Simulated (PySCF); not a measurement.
# Ti²⁺: excitation energy in aug-cc-pVTZ plus 1 even-tempered diffuse shell per l

Wanted: the excitation energy of titanium, up a ladder of methods.

Method: unrestricted determinants in a Gaussian basis, no spin-orbit coupling in the energies. Code: PySCF 2.14.0.

**1. What is computed**

* Element: titanium (Z = 22)
* Basis: aug-cc-pVTZ with one added diffuse shell each of s, p, d, f, g type (9s8p6d4f3g, 118 functions)
* Hamiltonian: the non-relativistic Hamiltonian (point nucleus)
* State 1: Ti²⁺: [Ar] 3d1 4p1, one real determinant (an excited configuration)
* Needed too, but not shown: Ti²⁺ [Ar] 3d2 (3F)
* Methods: UHF, LDA, PBE, PBE0, r2SCAN, BP86, B97-3, CAM-B3LYP, MP2
* Core shells frozen in the correlated runs: valence: [Ar] (for Ti²⁺)

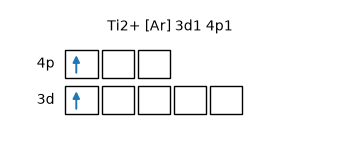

Outer shells as boxes.

The runs were made by one driver on top of PySCF. The scripts below sum up each run's settings (the driver also hands on starting orbitals that pick excited configurations, and frozen orbitals as a list rather than a count), and the logs come from the driver's own runs. The driver starts from symmetry-adapted Hartree-Fock orbitals, holds the occupation by maximum overlap and uses a logarithmic radial grid for functionals, so a plain start would take other cycles.

The integrals over 118 functions and the set-up took 4.7 s of CPU time.

**2. Ti²⁺ [Ar] 3d1 4p1**

Level: UHF.

input.py reads:

```python
from pyscf import gto, scf, dft, mp, cc
import basis_set_exchange as bse
mol = gto.M(atom="Ti 0 0 0", charge=2, spin=2, symmetry="D2h",
            basis=gto.basis.parse(bse.get_basis("aug-cc-pVTZ", elements=["Ti"], fmt="nwchem", augment_diffuse=1)))
mf = scf.UHF(mol)
mf.irrep_nelec = {'Ag': (3, 3), 'B1g': (1, 0), 'B1u': (3, 2), 'B2u': (2, 2), 'B3u': (2, 2)}
mf.kernel()
```

Standard output:

```text
damping factor = 0
level_shift factor = 0
DIIS = <class 'pyscf.scf.diis.CDIIS'>
diis_start_cycle = 1
diis_space = 10
diis_damp = 0
SCF conv_tol = 1e-09
SCF conv_tol_grad = None
number electrons alpha = 11  beta = 9
cycle= 1 E= -847.392896515614  delta_E= -0.00401  |g|= 0.0237  |ddm|= 0.0447
cycle= 2 E= -847.393056444193  delta_E= -0.00016  |g|= 0.00556  |ddm|= 0.0197
cycle= 3 E= -847.393067956988  delta_E= -1.15e-05  |g|= 0.0007  |ddm|= 0.0109
cycle= 4 E= -847.393068216317  delta_E= -2.59e-07  |g|= 5.45e-05  |ddm|= 0.00723
cycle= 5 E= -847.393068218224  delta_E= -1.91e-09  |g|= 1.17e-05  |ddm|= 0.00156
cycle= 6 E= -847.393068218338  delta_E= -1.14e-10  |g|= 2.6e-06  |ddm|= 0.000411
converged SCF energy = -847.393068218338  <S^2> = 2.0016839  2S+1 = 3.0011224
```

It used 4.1 s of CPU time after the integrals (shared host).

The occupied shells:

```
shell  electrons  mean orbital energy (eV)  spread (eV)  rms radius (bohr)
 1s α          1                   -5011.5            0             0.0812
 1s β          1                   -5011.4            0             0.0812
 2s α          1                   -608.39            0              0.353
 2s β          1                   -607.77            0              0.353
 2p α          3                   -509.58        0.134              0.321
 2p β          3                   -508.90        0.623              0.321
 3s α          1                   -102.81            0               1.07
 3s β          1                   -100.66            0               1.07
 3p α          3                   -73.357        1.255               1.15
 3p β          3                   -70.716        1.488               1.15
 3d α          1                   -34.836            0               1.41
 4p α          1                   -17.419            0               3.55
```

⟨S²⟩ = 2.002, ⟨L²⟩ = 8.02.

Spin-orbit constants on these orbitals (cm⁻¹; bare nucleus, screened nucleus, mean field): 3d 319.2, 174.1, n/a; 4p 314.9, 286.3, n/a. To first order in LS coupling the lowest level has J = 2 and lies 0.0524 eV below the centre of the term.

⟨L²⟩ = 8.02 against 12 for a pure F term, so this real determinant mixes terms.

Level: LDA.

input.py differs from the last one in:

```diff
@@ -4,3 +4,3 @@
             basis=gto.basis.parse(bse.get_basis("aug-cc-pVTZ", elements=["Ti"], fmt="nwchem", augment_diffuse=1)))
-mf = scf.UHF(mol)
+mf = dft.UKS(mol, xc="LDA,VWN")
 mf.irrep_nelec = {'Ag': (3, 3), 'B1g': (1, 0), 'B1u': (3, 2), 'B2u': (2, 2), 'B3u': (2, 2)}
```

Standard output:

```text
damping factor = 0
level_shift factor = 0
DIIS = <class 'pyscf.scf.diis.CDIIS'>
diis_start_cycle = 1
diis_space = 10
diis_damp = 0
SCF conv_tol = 1e-09
SCF conv_tol_grad = None
number electrons alpha = 11  beta = 9
XC functionals = LDA,VWN
    P. A. M. Dirac.,  Math. Proc. Cambridge Philos. Soc. 26, 376 (1930)
    F. Bloch.,  Z. Phys. 57, 545 (1929)
    S. H. Vosko, L. Wilk, and M. Nusair.,  Can. J. Phys. 58, 1200 (1980)
cycle= 1 E= -846.17169873888  delta_E= -0.00978  |g|= 0.0174  |ddm|= 3.18
cycle= 2 E= -846.171753063495  delta_E= -5.43e-05  |g|= 0.0025  |ddm|= 0.226
cycle= 3 E= -846.17175469095  delta_E= -1.63e-06  |g|= 0.00021  |ddm|= 0.0149
cycle= 4 E= -846.171754700511  delta_E= -9.56e-09  |g|= 4.63e-05  |ddm|= 0.00361
cycle= 5 E= -846.171754701065  delta_E= -5.54e-10  |g|= 6.12e-06  |ddm|= 0.00121
converged SCF energy = -846.171754701065  <S^2> = 2.0001737  2S+1 = 3.0001158
```

CPU time 2.7 s on a shared host, the integrals not counted.

Level: PBE.

input.py differs from the last one in:

```diff
@@ -4,3 +4,3 @@
             basis=gto.basis.parse(bse.get_basis("aug-cc-pVTZ", elements=["Ti"], fmt="nwchem", augment_diffuse=1)))
-mf = dft.UKS(mol, xc="LDA,VWN")
+mf = dft.UKS(mol, xc="PBE")
 mf.irrep_nelec = {'Ag': (3, 3), 'B1g': (1, 0), 'B1u': (3, 2), 'B2u': (2, 2), 'B3u': (2, 2)}
```

Standard output:

```text
damping factor = 0
level_shift factor = 0
DIIS = <class 'pyscf.scf.diis.CDIIS'>
diis_start_cycle = 1
diis_space = 10
diis_damp = 0
SCF conv_tol = 1e-09
SCF conv_tol_grad = None
number electrons alpha = 11  beta = 9
XC functionals = PBE
    J. P. Perdew, K. Burke, and M. Ernzerhof.,  Phys. Rev. Lett. 77, 3865 (1996)
    J. P. Perdew, K. Burke, and M. Ernzerhof.,  Phys. Rev. Lett. 78, 1396 (1997)
    J. P. Perdew, K. Burke, and M. Ernzerhof.,  Phys. Rev. Lett. 77, 3865 (1996)
    J. P. Perdew, K. Burke, and M. Ernzerhof.,  Phys. Rev. Lett. 78, 1396 (1997)
cycle= 1 E= -848.014454783107  delta_E= -0.00708  |g|= 0.0161  |ddm|= 3.42
cycle= 2 E= -848.014519915053  delta_E= -6.51e-05  |g|= 0.00553  |ddm|= 0.422
cycle= 3 E= -848.014527854337  delta_E= -7.94e-06  |g|= 0.00128  |ddm|= 0.136
cycle= 4 E= -848.014528278355  delta_E= -4.24e-07  |g|= 7.8e-05  |ddm|= 0.0262
cycle= 5 E= -848.014528280673  delta_E= -2.32e-09  |g|= 6.53e-06  |ddm|= 0.00341
cycle= 6 E= -848.014528280693  delta_E= -1.97e-11  |g|= 1.38e-07  |ddm|= 0.00024
converged SCF energy = -848.014528280693  <S^2> = 2.0003601  2S+1 = 3.0002401
```

It used 4.1 s of CPU time after the integrals (shared host).

Level: PBE0.

input.py differs from the last one in:

```diff
@@ -4,3 +4,3 @@
             basis=gto.basis.parse(bse.get_basis("aug-cc-pVTZ", elements=["Ti"], fmt="nwchem", augment_diffuse=1)))
-mf = dft.UKS(mol, xc="PBE")
+mf = dft.UKS(mol, xc="PBE0")
 mf.irrep_nelec = {'Ag': (3, 3), 'B1g': (1, 0), 'B1u': (3, 2), 'B2u': (2, 2), 'B3u': (2, 2)}
```

Standard output:

```text
damping factor = 0
level_shift factor = 0
DIIS = <class 'pyscf.scf.diis.CDIIS'>
diis_start_cycle = 1
diis_space = 10
diis_damp = 0
SCF conv_tol = 1e-09
SCF conv_tol_grad = None
number electrons alpha = 11  beta = 9
XC functionals = PBE0
    C. Adamo and V. Barone.,  J. Chem. Phys. 110, 6158 (1999)
    M. Ernzerhof and G. E. Scuseria.,  J. Chem. Phys. 110, 5029 (1999)
cycle= 1 E= -848.06186941267  delta_E= -0.00493  |g|= 0.013  |ddm|= 2.39
cycle= 2 E= -848.061937258218  delta_E= -6.78e-05  |g|= 0.00384  |ddm|= 0.456
cycle= 3 E= -848.061941806255  delta_E= -4.55e-06  |g|= 0.000852  |ddm|= 0.121
cycle= 4 E= -848.061942091314  delta_E= -2.85e-07  |g|= 6.06e-05  |ddm|= 0.0334
cycle= 5 E= -848.061942094786  delta_E= -3.47e-09  |g|= 4.35e-06  |ddm|= 0.00546
cycle= 6 E= -848.061942094804  delta_E= -1.81e-11  |g|= 4.93e-07  |ddm|= 0.000303
converged SCF energy = -848.061942094804  <S^2> = 2.0005739  2S+1 = 3.0003826
```

It used 5.7 s of CPU time after the integrals (shared host).

Level: r2SCAN.

input.py differs from the last one in:

```diff
@@ -4,3 +4,3 @@
             basis=gto.basis.parse(bse.get_basis("aug-cc-pVTZ", elements=["Ti"], fmt="nwchem", augment_diffuse=1)))
-mf = dft.UKS(mol, xc="PBE0")
+mf = dft.UKS(mol, xc="R2SCAN")
 mf.irrep_nelec = {'Ag': (3, 3), 'B1g': (1, 0), 'B1u': (3, 2), 'B2u': (2, 2), 'B3u': (2, 2)}
```

Standard output:

```text
damping factor = 0
level_shift factor = 0
DIIS = <class 'pyscf.scf.diis.CDIIS'>
diis_start_cycle = 1
diis_space = 10
diis_damp = 0
SCF conv_tol = 1e-09
SCF conv_tol_grad = None
number electrons alpha = 11  beta = 9
XC functionals = R2SCAN
    J. W. Furness, A. D. Kaplan, J. Ning, J. P. Perdew, and J. Sun.,  J. Phys. Chem. Lett. 11, 8208-8215 (2020)
    J. W. Furness, A. D. Kaplan, J. Ning, J. P. Perdew, and J. Sun.,  J. Phys. Chem. Lett. 11, 9248-9248 (2020)
    J. W. Furness, A. D. Kaplan, J. Ning, J. P. Perdew, and J. Sun.,  J. Phys. Chem. Lett. 11, 8208-8215 (2020)
    J. W. Furness, A. D. Kaplan, J. Ning, J. P. Perdew, and J. Sun.,  J. Phys. Chem. Lett. 11, 9248-9248 (2020)
cycle= 1 E= -848.214678500672  delta_E= -0.0053  |g|= 0.0129  |ddm|= 2.28
cycle= 2 E= -848.214745117825  delta_E= -6.66e-05  |g|= 0.00314  |ddm|= 0.512
cycle= 3 E= -848.214748563215  delta_E= -3.45e-06  |g|= 0.000966  |ddm|= 0.11
cycle= 4 E= -848.2147488695  delta_E= -3.06e-07  |g|= 8.93e-05  |ddm|= 0.029
cycle= 5 E= -848.214748875414  delta_E= -5.91e-09  |g|= 6.56e-06  |ddm|= 0.0063
cycle= 6 E= -848.214748875449  delta_E= -3.46e-11  |g|= 5.92e-07  |ddm|= 0.000282
converged SCF energy = -848.214748875449  <S^2> = 2.0007742  2S+1 = 3.0005161
```

CPU time 11 s on a shared host, the integrals not counted.

Level: BP86.

input.py differs from the last one in:

```diff
@@ -4,3 +4,3 @@
             basis=gto.basis.parse(bse.get_basis("aug-cc-pVTZ", elements=["Ti"], fmt="nwchem", augment_diffuse=1)))
-mf = dft.UKS(mol, xc="R2SCAN")
+mf = dft.UKS(mol, xc="B88,P86")
 mf.irrep_nelec = {'Ag': (3, 3), 'B1g': (1, 0), 'B1u': (3, 2), 'B2u': (2, 2), 'B3u': (2, 2)}
```

Standard output:

```text
damping factor = 0
level_shift factor = 0
DIIS = <class 'pyscf.scf.diis.CDIIS'>
diis_start_cycle = 1
diis_space = 10
diis_damp = 0
SCF conv_tol = 1e-09
SCF conv_tol_grad = None
number electrons alpha = 11  beta = 9
XC functionals = B88,P86
    A. D. Becke.,  Phys. Rev. A 38, 3098 (1988)
    J. P. Perdew.,  Phys. Rev. B 33, 8822 (1986)
cycle= 1 E= -848.341685365429  delta_E= -0.00703  |g|= 0.0174  |ddm|= 3.09
cycle= 2 E= -848.341761588737  delta_E= -7.62e-05  |g|= 0.00717  |ddm|= 0.444
cycle= 3 E= -848.341774938801  delta_E= -1.34e-05  |g|= 0.00116  |ddm|= 0.169
cycle= 4 E= -848.341775295498  delta_E= -3.57e-07  |g|= 7.36e-05  |ddm|= 0.0253
cycle= 5 E= -848.341775297693  delta_E= -2.19e-09  |g|= 5.53e-06  |ddm|= 0.00448
cycle= 6 E= -848.341775297711  delta_E= -1.82e-11  |g|= 1.65e-07  |ddm|= 0.00042
converged SCF energy = -848.341775297711  <S^2> = 2.0003595  2S+1 = 3.0002397
```

CPU time 4.1 s on a shared host, the integrals not counted.

Level: B97-3.

input.py differs from the last one in:

```diff
@@ -4,3 +4,3 @@
             basis=gto.basis.parse(bse.get_basis("aug-cc-pVTZ", elements=["Ti"], fmt="nwchem", augment_diffuse=1)))
-mf = dft.UKS(mol, xc="B88,P86")
+mf = dft.UKS(mol, xc="HYB_GGA_XC_B97_3")
 mf.irrep_nelec = {'Ag': (3, 3), 'B1g': (1, 0), 'B1u': (3, 2), 'B2u': (2, 2), 'B3u': (2, 2)}
```

Standard output:

```text
damping factor = 0
level_shift factor = 0
DIIS = <class 'pyscf.scf.diis.CDIIS'>
diis_start_cycle = 1
diis_space = 10
diis_damp = 0
SCF conv_tol = 1e-09
SCF conv_tol_grad = None
number electrons alpha = 11  beta = 9
XC functionals = HYB_GGA_XC_B97_3
    T. W. Keal and D. J. Tozer.,  J. Chem. Phys. 123, 121103 (2005)
cycle= 1 E= -848.157361047631  delta_E= -0.00442  |g|= 0.0126  |ddm|= 1.94
cycle= 2 E= -848.157425348803  delta_E= -6.43e-05  |g|= 0.00394  |ddm|= 0.474
cycle= 3 E= -848.15743020644  delta_E= -4.86e-06  |g|= 0.0008  |ddm|= 0.138
cycle= 4 E= -848.15743052848  delta_E= -3.22e-07  |g|= 6.87e-05  |ddm|= 0.0418
cycle= 5 E= -848.157430534132  delta_E= -5.65e-09  |g|= 5.88e-06  |ddm|= 0.00797
cycle= 6 E= -848.157430534167  delta_E= -3.52e-11  |g|= 6.88e-07  |ddm|= 0.000482
converged SCF energy = -848.157430534167  <S^2> = 2.000573  2S+1 = 3.000382
```

It used 5.7 s of CPU time after the integrals (shared host).

Level: CAM-B3LYP.

input.py differs from the last one in:

```diff
@@ -4,3 +4,3 @@
             basis=gto.basis.parse(bse.get_basis("aug-cc-pVTZ", elements=["Ti"], fmt="nwchem", augment_diffuse=1)))
-mf = dft.UKS(mol, xc="HYB_GGA_XC_B97_3")
+mf = dft.UKS(mol, xc="CAMB3LYP")
 mf.irrep_nelec = {'Ag': (3, 3), 'B1g': (1, 0), 'B1u': (3, 2), 'B2u': (2, 2), 'B3u': (2, 2)}
```

Standard output:

```text
damping factor = 0
level_shift factor = 0
DIIS = <class 'pyscf.scf.diis.CDIIS'>
diis_start_cycle = 1
diis_space = 10
diis_damp = 0
SCF conv_tol = 1e-09
SCF conv_tol_grad = None
number electrons alpha = 11  beta = 9
XC functionals = CAMB3LYP
    T. Yanai, D. P. Tew, and N. C. Handy.,  Chem. Phys. Lett. 393, 51 (2004)
cycle= 1 E= -848.285930713973  delta_E= -0.00606  |g|= 0.0127  |ddm|= 2.83
cycle= 2 E= -848.286040244053  delta_E= -0.00011  |g|= 0.00267  |ddm|= 0.288
cycle= 3 E= -848.286046668329  delta_E= -6.42e-06  |g|= 0.000952  |ddm|= 0.143
cycle= 4 E= -848.28604716433  delta_E= -4.96e-07  |g|= 0.000107  |ddm|= 0.035
cycle= 5 E= -848.286047185444  delta_E= -2.11e-08  |g|= 1.07e-05  |ddm|= 0.0109
cycle= 6 E= -848.286047185573  delta_E= -1.3e-10  |g|= 1.08e-06  |ddm|= 0.000734
converged SCF energy = -848.286047185573  <S^2> = 2.0005371  2S+1 = 3.000358
```

It used 12 s of CPU time after the integrals (shared host).

Level: MP2 (valence).

input.py differs from the last one in:

```diff
@@ -4,4 +4,5 @@
             basis=gto.basis.parse(bse.get_basis("aug-cc-pVTZ", elements=["Ti"], fmt="nwchem", augment_diffuse=1)))
-mf = dft.UKS(mol, xc="CAMB3LYP")
+mf = scf.UHF(mol)
 mf.irrep_nelec = {'Ag': (3, 3), 'B1g': (1, 0), 'B1u': (3, 2), 'B2u': (2, 2), 'B3u': (2, 2)}
 mf.kernel()
+mp.UMP2(mf, frozen=9).kernel()
```

This step left no log, only its results.

CPU time 0.55 s on a shared host, the integrals not counted.

With 2 electrons correlated, the MP2 correlation energy is -0.00196 hartree (-0.00196 same spin, 0.00000 opposite spin); the SCS form gives -0.00065. Largest pairs of shells: 3d-4p -0.0020, 4p-4p 0.0000, 3d-3d 0.0000.

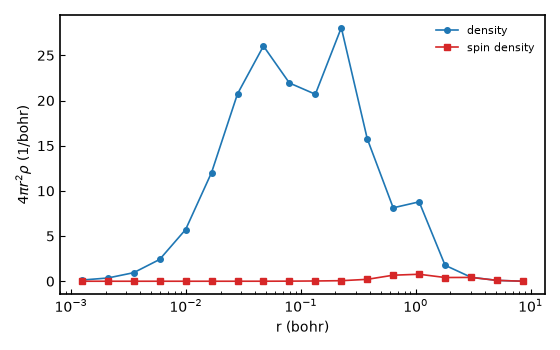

Radial density 4πr²ρ of Ti²⁺ at UHF, at 18 stored radii joined by straight lines.

**3. Differences of total energies**

Excitation energy: Ti²⁺ [Ar] 3d2 (3F) → Ti²⁺ [Ar] 3d1 4p1 (high-spin determinant).

```
           method  value (eV)
              UHF       9.376
              LDA       9.607
              PBE       9.537
             PBE0       9.655
           r2SCAN       9.855
             BP86       9.591
            B97-3       9.719
        CAM-B3LYP       9.750
    MP2 (valence)       9.445
SCS-MP2 (valence)       9.399
```

A first-order spin-orbit estimate (lowest level to lowest level, LS coupling) adds -0.015 eV. The determinant of Ti2+ mixes LS terms, which raises its energy at the Hartree-Fock and MP2 levels.

The differences also use runs on Ti²⁺ [Ar] 3d2 (3F), which are not shown here.

**4. What came out**

```
                              quantity                              value
excitation energy, Ti²⁺ → [Ar] 3d1 4p1  UHF 9.376, MP2 (valence) 9.445 eV
```

In words: The methods span 0.479 eV, from UHF (9.376) to r2SCAN (9.855). No reference value is at hand in this session. All values hold for this basis alone; no basis-set limit was taken.
